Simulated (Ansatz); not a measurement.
# NaCuS2, from a guessed structure to a relaxed one

This structure for NaCuS2 is made up. Its elements were placed in a known structure type with a cell scaled to their sizes. What cell does the guess relax to, and how far off was it?

Main program and level: Ansatz 0.2.0; DFT, PBEsol, plane-wave PAW, files of the set soft_1, scalar-relativistic, ferromagnetic start, cell and ions relaxed at zero pressure; PAW set soft_1.

### Step 1. Starting point

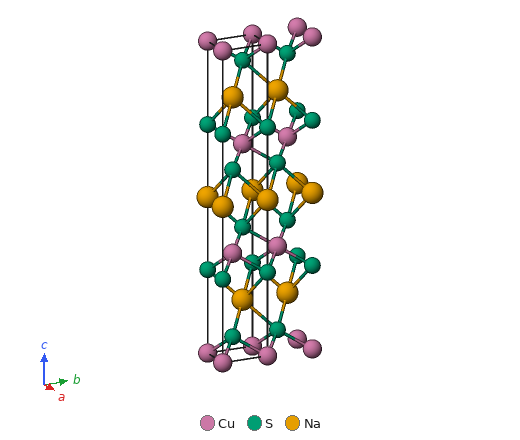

Start, viewed slightly off an axis; copper pink, sulfur teal, sodium orange. 1×2×1 cells are drawn. This picture shows the conventional cell, with its axes. Bonds to atoms that aren't drawn are left out. Some periodic images of atoms are drawn too.

### Step 2. Relaxing cell and atoms

The guessed cell has no reason to be at equilibrium. It is relaxed with the atoms, within the space group of the guess.

input.yaml reads:

```yaml
crystal:
  lattice:
    - [1.825, 1.053664241, 6.173]
    - [-1.825, 1.053664241, 6.173]
    - [0.0, -2.107328483, 6.173]
  atoms:
    - { symbol: Cu, position: [0.0, 0.0, 0.0], spin: 0.6 }
    - { symbol: S, position: [0.2674, 0.2674, 0.2674] }
    - { symbol: S, position: [0.7326, 0.7326, 0.7326] }
    - { symbol: Na, position: [0.5, 0.5, 0.5] }
magnetization:
  spin_polarized: true
kpoints:
  mp_grid: { grid: [9, 9, 9] }
scf:
  occupations: { method: fermi_dirac, width: 0.05 }
hamiltonian:
  xc: pbesol
  pseudopotentials: { kind: paw, azcp: { folder: soft_1 }, xc_functional: pbe }
relax:
  f_tol: 0.015
  max_steps: 70
  cell: {}
output:
  forces: true
  stress: true
```

Run with:

```
$ ansatz run input.yaml --threads 4 --pin off --max-ram 10240MiB --backend cpu --events-out ev --progress --plain --runs-dir out
```

Numbers of over 12 decimals in the logs are rounded to 6 here.

Output:

```text
basis.fft_grid_basis auto: the FFT boxes are laid along the combinations [[1, 0, -1], [0, 1, -1], [0, 0, 1]] of the cell's own vectors, 3.650, 3.650 and 6.523 Å long. The dense box has 25×25×45 points. Along the cell's own vectors, as sized, it would have 45×45×45, 3.24 times as many. Of the 12 symmetry operations that the crystal satisfies within crystal.symmetry.tolerance (time reversal apart; of a slab, those that [...]
Engine: ansatz 0.2.0, aarch64-unknown-linux-gnu
Pseudopotentials: kind: paw
Pseudopotential: Cu, paw, valence charge 19, recommended cutoff 420 eV (normal), soft_1/Cu.paw.azcp
Pseudopotential: S, paw, valence charge 6, recommended cutoff 420 eV (normal), soft_1/S.paw.azcp
Pseudopotential: Na, paw, valence charge 9, recommended cutoff 420 eV (normal), soft_1/Na.paw.azcp
Functional definition: PBEsol
  exchange = pbesol_x
  correlation = pbesol_c
Crystal: 4 atoms, lattice volume = 71.222 Å³
Basis set: ecut = 420 eV, 1371 PW (Γ), FFT grids on a1−a3, a2−a3, a3, exchange–correlation on 50×50×90 points (8 copies of the dense FFT grid, shifted against one another)
Bands: 25, of which v1, the nominal top of the filled ones, is band 20 counted from 1 (19 counted from 0)
Symmetry: 12 space group operations
Space group: R-3m (ITA 166), of the structure as read, at distance tolerance 4.1e-5 Å
Magnetic group: BNS 166.97 (UNI 1327), of the structure as read, at distance tolerance 4.1e-5 Å
k-points: 85 of 729
Non-local potential: Cu, projectors of the file, l = 0: 3, l = 1: 2, l = 2: 3, l = 3: 1
Non-local potential: S, projectors of the file, l = 0: 2, l = 1: 2, l = 2: 1
Non-local potential: Na, projectors of the file, l = 0: 3, l = 1: 2, l = 2: 1
PAW form: soft (Blöchl's): semilocal exchange-correlation on the pseudo side does not see the compensation charge
PAW frozen core: Cu, regenerated for the run's functional, and the local potential with it (the file was generated under x = pbe(κ = 0.804, μ = 0.219515), c = pbe(β = 0.066725))
PAW frozen core: S, regenerated for the run's functional, and the local potential with it (the file was generated under x = pbe(κ = 0.804, μ = 0.219515), c = pbe(β = 0.066725))
PAW frozen core: Na, regenerated for the run's functional, and the local potential with it (the file was generated under x = pbe(κ = 0.804, μ = 0.219515), c = pbe(β = 0.066725))
PAW one-centre angular grid: Cu, 590 points (default); XC on 64 Gauss nodes
PAW one-centre angular grid: S, 110 points (default); XC on 64 Gauss nodes
PAW one-centre angular grid: Na, 110 points (default); XC on 64 Gauss nodes
Initial density: superposition of atomic densities (chi_scale 0.1, normalization cell, long waves kept (reshape's long-wave potential 0.11 eV rms))
Starting moments: Σ|m| = 0.6 μB on 1 of 4 sites
Initial wavefunctions: pseudopotential atomic-orbital guess
Functional: x = pbesol(κ = 0.804, μ = 0.123457), c = pbesol(β = 0.046)
SCF iter   1: F=—  HF=-9838.769511 eV  |F-HF|=—  |Δ(HF+E_count)|=         —  Δρ=1.09e-1 (↑8.02e-2 ↓1.09e-1)  dr2=2.57e1  dr2_m=1.76e-1  M=1.030 μB ∫|m|=1.033 μB  β_m=1.00  ethr=3.10e-3  ⟨swp⟩=6.5  Hψ=20164  notcnv=0
preconditioner: auto → Kerker (q_TF=auto, 2.478 Å⁻¹)  [metal: Δε(μ)=0.009 eV  Ē_g=8.235 eV  σ=0.050 eV  W_gap=0.05  n_scr=22 (ndim 8)  ℏωp=21.6 eV  f_vac=0.000  D(μ)=4.57/eV (n_scr^D=42)]
spin=Collinear: Kerker preconditioning applied to the charge; magnetization (m = ρ↑ − ρ↓) channel mixes plain (no charge-response kernel on spin).
SCF iter   2: F=—  HF=-9837.205229 eV  |F-HF|=—  |Δ(HF+E_count)|=    1.56e0  Δρ=7.78e-2 (↑2.21e-2 ↓7.78e-2)  dr2=3.50e0  dr2_m=1.02e0  M=0.490 μB ∫|m|=0.509 μB  β_m=0.30  ethr=3.10e-3  ⟨swp⟩=3.1  Hψ=11930  notcnv=0
SCF iter   3: F=—  HF=-9836.441680 eV  |F-HF|=—  |Δ(HF+E_count)|=   7.64e-1  Δρ=3.36e-2 (↑3.36e-2 ↓1.34e-2)  dr2=2.88e0  dr2_m=1.46e-1  M=0.694 μB ∫|m|=0.711 μB  β_m=0.30  ethr=3.10e-3  ⟨swp⟩=2.2  Hψ=9834  notcnv=0
SCF iter   4: F=—  HF=-9835.840163 eV  |F-HF|=—  |Δ(HF+E_count)|=   6.02e-1  Δρ=2.53e-2 (↑1.52e-2 ↓2.53e-2)  dr2=2.42e-1  dr2_m=2.27e-1  M=0.593 μB ∫|m|=0.614 μB  β_m=0.30  ethr=3.10e-3  ⟨swp⟩=3.1  Hψ=9695  notcnv=0
SCF iter   5: F=—  HF=-9835.859974 eV  |F-HF|=—  |Δ(HF+E_count)|=   1.98e-2  Δρ=3.08e-2 (↑5.65e-3 ↓3.08e-2)  dr2=4.02e-1  dr2_m=1.89e-1  M=0.544 μB ∫|m|=0.564 μB  β_m=0.30  ethr=6.05e-4  ⟨swp⟩=3.1  Hψ=6785  notcnv=0
SCF iter   6: F=—  HF=-9835.842059 eV  |F-HF|=—  |Δ(HF+E_count)|=   1.79e-2  Δρ=1.84e-2 (↑6.56e-3 ↓1.84e-2)  dr2=1.15e-1  dr2_m=9.60e-2  M=0.538 μB ∫|m|=0.559 μB  β_m=0.30  ethr=6.05e-4  ⟨swp⟩=3.0  Hψ=8850  notcnv=0  defer=1
SCF iter   7: F=—  HF=-9835.830791 eV  |F-HF|=—  |Δ(HF+E_count)|=   1.13e-2  Δρ=1.43e-2 (↑1.43e-2 ↓1.67e-3)  dr2=1.14e-1  dr2_m=2.89e-2  M=0.551 μB ∫|m|=0.571 μB  β_m=0.30  ethr=2.86e-4  ⟨swp⟩=2.7  Hψ=6618  notcnv=0
SCF iter   8: F=—  HF=-9835.833618 eV  |F-HF|=—  |Δ(HF+E_count)|=   2.83e-3  Δρ=1.13e-2 (↑1.13e-2 ↓1.06e-3)  dr2=6.29e-2  dr2_m=2.00e-2  M=0.537 μB ∫|m|=0.557 μB  β_m=0.30  ethr=2.85e-4  ⟨swp⟩=1.2  Hψ=5689  notcnv=0
SCF iter   9: F=—  HF=-9835.834401 eV  |F-HF|=—  |Δ(HF+E_count)|=   7.83e-4  Δρ=6.81e-3 (↑6.81e-3 ↓3.26e-3)  dr2=6.29e-3  dr2_m=1.64e-2  M=0.516 μB ∫|m|=0.537 μB  β_m=0.30  ethr=1.57e-4  ⟨swp⟩=1.9  Hψ=4668  notcnv=0
Mixer restart at iter 9: flushing history
spin-set hold released at iteration 9 (site moments contracting): the magnetisation degrees of freedom join the quasi-Newton model from the next iteration; the mixer history was flushed
SCF iter  10: F=—  HF=-9835.834912 eV  |F-HF|=—  |Δ(HF+E_count)|=   5.10e-4  Δρ=4.70e-3 (↑4.70e-3 ↓3.92e-3)  dr2=3.98e-4  dr2_m=1.21e-2  M=0.499 μB ∫|m|=0.519 μB  β_m=0.65  ethr=1.57e-5  ⟨swp⟩=1.2  Hψ=4408  notcnv=0
SCF iter  11: F=—  HF=-9835.841884 eV  |F-HF|=—  |Δ(HF+E_count)|=   6.97e-3  Δρ=5.51e-3 (↑5.51e-3 ↓3.20e-3)  dr2=3.53e-2  dr2_m=1.09e-3  M=0.443 μB ∫|m|=0.462 μB  β_m=0.65  ethr=9.95e-7  ⟨swp⟩=2.8  Hψ=8954  notcnv=0
SCF iter  12: F=—  HF=-9835.837357 eV  |F-HF|=—  |Δ(HF+E_count)|=   4.53e-3  Δρ=2.57e-3 (↑8.15e-4 ↓2.57e-3)  dr2=4.46e-3  dr2_m=8.36e-4  M=0.396 μB ∫|m|=0.414 μB  β_m=0.82  ethr=9.95e-7  ⟨swp⟩=3.1  Hψ=9712  notcnv=0
SCF iter  13: F=—  HF=-9835.837677 eV  |F-HF|=—  |Δ(HF+E_count)|=   3.21e-4  Δρ=8.67e-4 (↑8.67e-4 ↓8.29e-4)  dr2=1.29e-5  dr2_m=4.66e-4  M=0.317 μB ∫|m|=0.330 μB  β_m=0.91  ethr=9.95e-7  ⟨swp⟩=2.0  Hψ=8106  notcnv=0
SCF iter  14: F=—  HF=-9835.838243 eV  |F-HF|=—  |Δ(HF+E_count)|=   5.66e-4  Δρ=7.68e-4 (↑7.68e-4 ↓4.47e-4)  dr2=1.13e-4  dr2_m=2.24e-4  M=0.247 μB ∫|m|=0.257 μB  β_m=0.31  ethr=3.22e-8  ⟨swp⟩=3.3  Hψ=9780  notcnv=0
[...]
Basis set: ecut = 420 eV, 1317 PW (Γ), FFT grids on a1−a3, a2−a3, a3, exchange–correlation on 48×48×96 points (8 copies of the dense FFT grid, shifted against one another)
Initial wavefunctions: pseudopotential atomic-orbital guess (no wavefunctions were taken with the density)
iter 1 solved again at ethr=3.74e-7 eV; its pass at ethr=3.10e-3 eV (dr2=1.50e-4 eV) is discarded
SCF iter   1: F=—  HF=-9835.947341 eV  |F-HF|=—  |Δ(HF+E_count)|=         —  Δρ=4.98e-4 (↑4.98e-4 ↓4.98e-4)  dr2=2.91e-5  dr2_m=1.26e-11  M=0.000 μB ∫|m|=0.000 μB  β_m=0.30  ethr=3.74e-7  ⟨swp⟩=3.7  Hψ=32473  notcnv=0
preconditioner: auto → Kerker (q_TF=auto, 2.493 Å⁻¹)  [metal: Δε(μ)=0.013 eV  Ē_g=13.160 eV  σ=0.050 eV  W_gap=0.07  n_scr=22 (ndim 8)  ℏωp=24.5 eV  f_vac=0.024  D(μ)=3.71/eV (n_scr^D=36)]
spin=Collinear: Kerker preconditioning applied to the charge; magnetization (m = ρ↑ − ρ↓) channel mixes plain (no charge-response kernel on spin).
SCF iter   2: F=—  HF=-9835.950059 eV  |F-HF|=—  |Δ(HF+E_count)|=   2.72e-3  Δρ=3.59e-4 (↑3.59e-4 ↓3.59e-4)  dr2=1.87e-5  dr2_m=8.90e-12  M=0.000 μB ∫|m|=0.000 μB  β_m=0.53  ethr=7.28e-8  ⟨swp⟩=2.0  Hψ=6077  notcnv=0
SCF iter   3: F=—  HF=-9835.951711 eV  |F-HF|=—  |Δ(HF+E_count)|=   1.65e-3  Δρ=1.64e-4 (↑1.64e-4 ↓1.64e-4)  dr2=2.60e-6  dr2_m=5.07e-12  M=0.000 μB ∫|m|=0.000 μB  β_m=0.64  ethr=4.67e-8  ⟨swp⟩=2.0  Hψ=6023  notcnv=0
SCF iter   4: F=—  HF=-9835.952068 eV  |F-HF|=—  |Δ(HF+E_count)|=   3.57e-4  Δρ=3.78e-5 (↑3.78e-5 ↓3.77e-5)  dr2=2.79e-6  dr2_m=2.62e-12  M=0.000 μB ∫|m|=0.000 μB  β_m=0.61  ethr=6.49e-9  ⟨swp⟩=2.0  Hψ=7644  notcnv=0
SCF iter   5: F=—  HF=-9835.952072 eV  |F-HF|=—  |Δ(HF+E_count)|=   3.33e-6  Δρ=1.02e-5 (↑1.02e-5 ↓1.01e-5)  dr2=3.69e-7  dr2_m=1.81e-12  M=0.000 μB ∫|m|=0.000 μB  β_m=0.72  ethr=6.49e-9  ⟨swp⟩=1.1  Hψ=4271  notcnv=0
SCF iter   6: F=—  HF=-9835.952072 eV  |F-HF|=—  |Δ(HF+E_count)|=   2.20e-7  Δρ=5.88e-6 (↑5.88e-6 ↓5.88e-6)  dr2=9.54e-8  dr2_m=9.16e-13  M=0.000 μB ∫|m|=0.000 μB  β_m=0.79  ethr=9.23e-10  ⟨swp⟩=2.1  Hψ=5167  notcnv=0
SCF iter   7: F=—  HF=-9835.952072 eV  |F-HF|=—  |Δ(HF+E_count)|=   3.49e-7  Δρ=2.78e-6 (↑2.78e-6 ↓2.74e-6)  dr2=4.90e-8  dr2_m=4.41e-13  M=0.000 μB ∫|m|=0.000 μB  β_m=0.89  ethr=2.39e-10  ⟨swp⟩=1.1  Hψ=4262  notcnv=0
SCF iter   8: F=—  HF=-9835.952072 eV  |F-HF|=—  |Δ(HF+E_count)|=   2.43e-9  Δρ=5.70e-7 (↑5.70e-7 ↓5.61e-7)  dr2=3.45e-9  dr2_m=7.29e-14  M=0.000 μB ∫|m|=0.000 μB  β_m=0.86  ethr=1.23e-10  ⟨swp⟩=2.0  Hψ=4706  notcnv=0
SCF iter   9: F=—  HF=-9835.951963 eV  |F-HF|=—  |Δ(HF+E_count)|=   1.09e-4  Δρ=2.91e-6 (↑2.90e-6 ↓2.91e-6)  dr2=1.37e-8  dr2_m=1.01e-14  M=0.000 μB ∫|m|=0.000 μB  β_m=0.86  ethr=8.63e-12  ⟨swp⟩=3.4  Hψ=9390  notcnv=0
SCF iter  10: F=—  HF=-9835.951963 eV  |F-HF|=—  |Δ(HF+E_count)|=   4.95e-9  Δρ=2.81e-6 (↑2.81e-6 ↓2.81e-6)  dr2=1.29e-8  dr2_m=1.01e-14  M=0.000 μB ∫|m|=0.000 μB  β_m=0.75  ethr=8.63e-12  ⟨swp⟩=1.0  Hψ=4250  notcnv=0
SCF iter  11: F=—  HF=-9835.951963 eV  |F-HF|=—  |Δ(HF+E_count)|=   4.22e-8  Δρ=1.75e-6 (↑1.75e-6 ↓1.75e-6)  dr2=5.51e-9  dr2_m=6.10e-15  M=0.000 μB ∫|m|=0.000 μB  β_m=0.75  ethr=8.63e-12  ⟨swp⟩=2.0  Hψ=6156  notcnv=0
SCF iter  12: F=—  HF=-9835.951963 eV  |F-HF|=—  |Δ(HF+E_count)|=   2.43e-8  Δρ=3.18e-7 (↑3.18e-7 ↓3.18e-7)  dr2=2.44e-10  dr2_m=4.24e-15  M=0.000 μB ∫|m|=0.000 μB  β_m=0.87  ethr=8.63e-12  ⟨swp⟩=2.0  Hψ=6304  notcnv=0
SCF iter  13: F=—  HF=-9835.951963 eV  |F-HF|=—  |Δ(HF+E_count)|=  9.09e-12  Δρ=2.81e-7 (↑2.81e-7 ↓2.81e-7)  dr2=1.40e-10  dr2_m=2.58e-15  M=0.000 μB ∫|m|=0.000 μB  β_m=0.82  ethr=1.00e-12  ⟨swp⟩=1.0  Hψ=4250  notcnv=0
SCF iter  14: F=-9835.951963 eV  HF=-9835.951963 eV  |F-HF|=1.09e-11  |Δ(HF+E_count)|=  6.33e-10  Δρ=3.04e-8 (↑2.94e-8 ↓3.04e-8)  dr2=1.46e-12  dr2_m=1.07e-15  M=0.000 μB ∫|m|=0.000 μB  ethr=1.00e-12  ⟨swp⟩=3.0  Hψ=15468  notcnv=0
the starting moments were not kept: the SCF closed with an absolute magnetisation of 1.5e-7 μB, where they sum to 0.6 μB in size (1 site). That is at most 0.1 of that sum. Measured as dr2_m measures the in/out step, that magnetisation stands 1.0e-14 eV from none, at or under the dr2_threshold of 4.0e-11 eV: it is no larger than a step whose dr2_m would equal this threshold.
SCF 7 converged in 14 iterations: F = -9835.951963 eV  dr2 = 1.46e-12
relax step   7: F+E_penalty+E_count = -9835.95196316 eV  Δ(F+E_penalty+E_count) = +2.122e-4 eV  max|allowed force component| = 7.405e-5 eV/Å  Δτ_max = 0.0000 Å  P = +0.007 GPa  Ω = 68.710 Å³  stress off target by 3.29e-2 GPa  SCF on the basis re-selected at this cell (its energy is not comparable with the rows above)  (14 SCF iters)
basis re-selected at this cell: Δ(F+E_penalty+E_count) = +2.122e-4 eV, ΔP = +0.008 GPa vs the last step (what re-selecting the basis moved, of the pressure what is left beyond the Pulay correction that the steps carried, after the strain that the cell walked since its last selection, with what the two solves' SCF thresholds leave and, on support functions, any second-order correction that the steps lacked; it is no measure of the basis error at this ecutwfc). The dense FFT grid was sized anew with the basis: this SCF ran on 24×24×48 points, the steps before it on 25×25×45, so part of this shift can come from that change (see relax.cell in the input reference). [rest of the remark cut]
SCF converged after 14 iterations
Magnetization: 0.0000 μB (20.0000 up, 20.0000 down)
Absolute magnetization: 0.0000 μB (∫|ρ↑−ρ↓|, with the PAW one-centre terms)
Spin contamination: 0.0000 ħ² per cell (⟨S²⟩ above its minimum at these occupations)
Per-site moments (μB) at R_I (Å): [(4.766573231252866e-8, 0.978740), (3.3549609329936754e-8, 0.978740), (3.3549609300622035e-8, 0.978740), (1.9964902681473877e-9, 1.173347)]
Free energy (F): -9835.951963 eV
Harris-Foulkes:  -9835.951963 eV  (|F-HF|=1.09e-11)
Internal energy: -9835.921025 eV  (E = F + TS)
E sigma→0 (E₀):  -9835.936494 eV
Entropy (-TS):   -0.030938 eV (-7.735 meV/atom)
Fermi energy:    7.367742 eV
--- Per-component energies (eV) ---
  E_band       = -704.129395
  E_kinetic    = 583.803263
  E_local      = -8188.243220  (includes V_loc(G=0)·N_el)
  E_nonlocal   = 1234.320766
  E_hartree    = 3406.018382
  E_xc         = -281.133204
  E_vxc        = -301.368911  (∫ρ·V_xc dr)
  E_paw        = -3240.373823  (= ΣΔE_a)
  E_vpaw       = -844.678939  (= ΣTr[D̂ρ^β])
  E_aug_tail   = 0.000939  (compensation charges beyond the density's cutoff)
  E_ewald      = -3350.698922
  E_core_change = 0.384795  (= ΣΔE_core)
  E_smearing   = -0.030938  (= −TS)
  E_closure    = -0.000000  (closes the sum)
  Σ components = -9835.951963   (vs F -9835.951963, Δ=0.00e0)
--- Forces (eV/Å), atoms counted from 1 ---
  atom   1  Cu     0.00000000     0.00000000     0.00000000
  atom   2  S      0.00000000     0.00000000    -0.00007405
  atom   3  S      0.00000000    -0.00000000     0.00007405
  atom   4  Na    -0.00000000    -0.00000000     0.00000000
  max |Σ_I F_I| component: 1.36e-20 eV/Å
--- Stress (GPa, compression-positive) ---
       -0.005942       0.000000      -0.000000
        0.000000      -0.005942      -0.000000
       -0.000000      -0.000000       0.032912
  P = ⅓ Tr σ = 0.0070 GPa (0.070 kbar)
--- Relaxed structure (6 steps of the walk, 6 accepted, 1 SCFs on fresh bases) ---
  F+E_penalty+E_count = -9835.95196316 eV   max|allowed force component| = 7.405e-5 eV/Å   (the final SCF, on the basis selected at the relaxed cell)
  cell:  # Å, volume = 68.7104 Å³
    - [1.740085, 1.004638, 6.550748]
    - [-1.740085, 1.004638, 6.550748]
    - [0, -2.009277, 6.550748]
  atoms:
    - { symbol: Cu, position: [0, 0, 0] }
    - { symbol: S, position: [0.269119, 0.269119, 0.269119] }
    - { symbol: S, position: [0.730881, 0.730881, 0.730881] }
    - { symbol: Na, position: [0.500000, 0.500000, 0.500000] }
```

It took 40 s on 4 threads of Arm Neoverse V1, shared host; peak memory 0.53 GiB.

Relaxation path:

| step | energy less that of the first step (eV) | largest force component (eV/Å) | pressure (GPa) | volume (Å³) |
| --- | --- | --- | --- | --- |
| 1 | 0.0000 | 0.3469 | -3.15 | 71.22 |
| 2 | -0.0860 | 0.2113 | -1.46 | 69.66 |
| 3 | -0.1096 | 0.1323 | 0.64 | 68.43 |
| 4 | -0.1128 | 0.0500 | -0.07 | 68.64 |
| 5 | -0.1130 | 0.0137 | -0.03 | 68.78 |
| 6 | -0.1131 | 0.0002 | 0.00 | 68.71 |
| 7* | -0.1129 | 0.0001 | 0.01 | 68.71 |

Relaxation steps marked * repeat the geometry before them on a plane-wave basis chosen anew for their cell, so energy and pressure can jump there.

The run keeps the 12 symmetry operations that it works with, so distortions that break them were not tested.

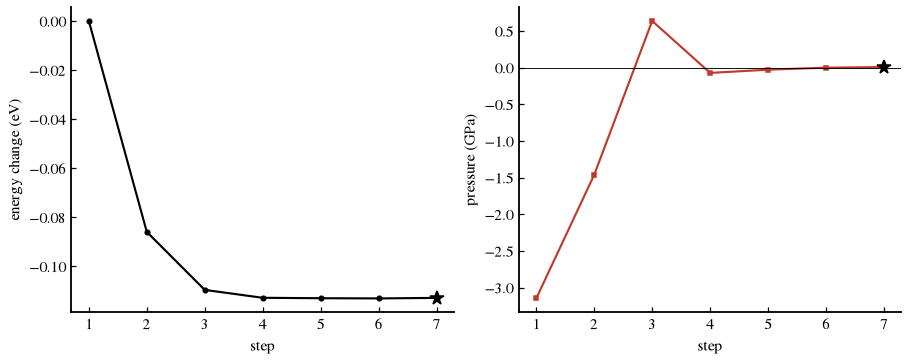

Energy and pressure along the relaxation. Stars mark steps on a basis chosen anew.

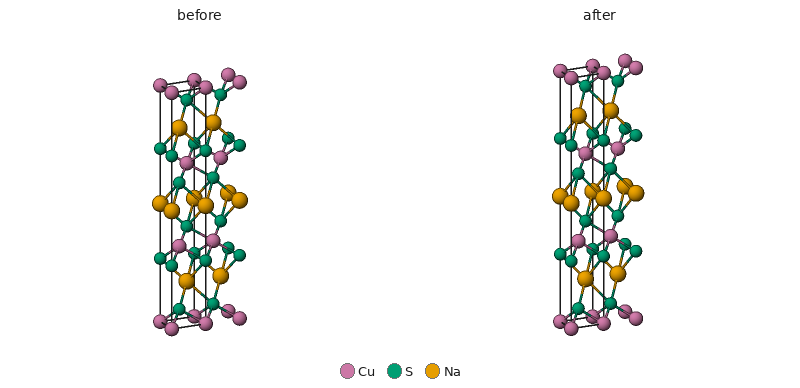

Before and after, at one scale. Bonds to atoms that aren't drawn are left out.

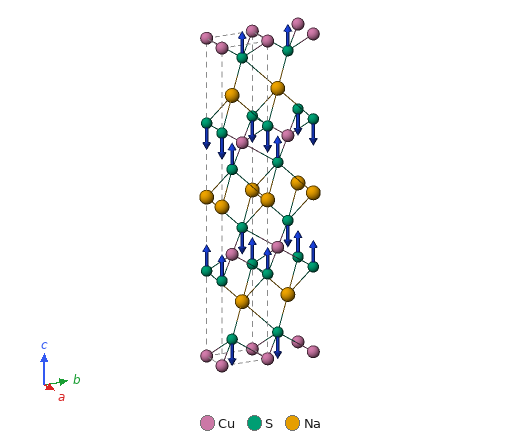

Displacements in the relaxation, exaggerated, measured against the changing cell; the longest in the cell stands for 0.03 Å. Bonds to atoms that aren't drawn are left out. 1×2×1 conventional cells are drawn. Some periodic images of atoms are drawn too.

| conventional cell, symmetrised | before | after | change |
| --- | --- | --- | --- |
| a (Å) | 3.650 | 3.480 | -4.7 % |
| b (Å) | 3.650 | 3.480 | -4.7 % |
| c (Å) | 18.519 | 19.652 | +6.1 % |
| volume (Å³/atom) | 17.81 | 17.18 | -3.5 % |

The atoms that moved most (Å, as changes of fractional coordinates times the final cell):

| atom | dx | dy | dz | length |
| --- | --- | --- | --- | --- |
| S3 | 0.000 | 0.000 | -0.034 | 0.034 |
| S2 | 0.000 | 0.000 | 0.034 | 0.034 |

Final coordinates:

```xyz
4
Lattice="1.7401 1.0046 6.5507 -1.7401 1.0046 6.5507 0.0000 -2.0093 6.5507" Properties=species:S:1:pos:R:3 pbc="T T T"
Cu    0.0000    0.0000    0.0000
S     0.0000    0.0000    5.2888
S     0.0000    0.0000   14.3634
Na    0.0000    0.0000    9.8261
```

This step gave:

```
free energy             : -9835.9520 eV
energy at zero smearing : -9835.9365 eV
smearing term TS        : 0.03094 eV
Fermi energy            : 7.368 eV
electrons               : 40
symmetry operations     : 12
pressure                : 0.007010 GPa
```

Shortest distances by pair of elements, guess and relaxed (not always the same contact):

| pair | guess (Å) | relaxed (Å) |
| --- | --- | --- |
| Cu–S | 2.436 | 2.373 |
| Na–S | 2.814 | 2.844 |
| S–S | 3.226 | 3.226 |
| Cu–Cu | 3.650 | 3.480 |
| Na–Na | 3.650 | 3.480 |

The relaxation ends with a largest force component of 7.4e-5 eV/Å and a pressure of 0.01 GPa. The starting moments have collapsed: the run ends non-magnetic.

### Step 3. Outcome

```
space group, relaxed : R-3m
conventional cell    : a = 3.480, b = 3.480, c = 19.652 Å; α = 90.0°, β = 90.0°, γ = 120.0°
volume per atom      : 17.18 Å³ (guess 17.81)
total moment         : 0.00 μB in the cell of 4 atoms
```

**Reading.** NaCuS2 relaxes to R-3m with a = 3.480, b = 3.480 and c = 19.652 Å. The guessed volume was 4 % too large. The space group R-3m was held in the relaxation, so the end point is a stationary structure within it and may be a saddle against distortions or other arrangements. The moments died out from this one start and weren't seeded again at the relaxed cell. Mesh and cutoff weren't tested. No dispersion term is used, so weakly bound directions may come out too long. Nothing here tests whether the compound is stable against decomposition.

[Logs are printed without paths, hosts, clocks, repeated set-up lines and the standing remarks that a program may print on its own settings, such as how far it seeks lower states.]

[Hosts, paths, dates, database ids (printed as entryN), source tags and the programs' standing remarks are cut or masked in the printed files.]
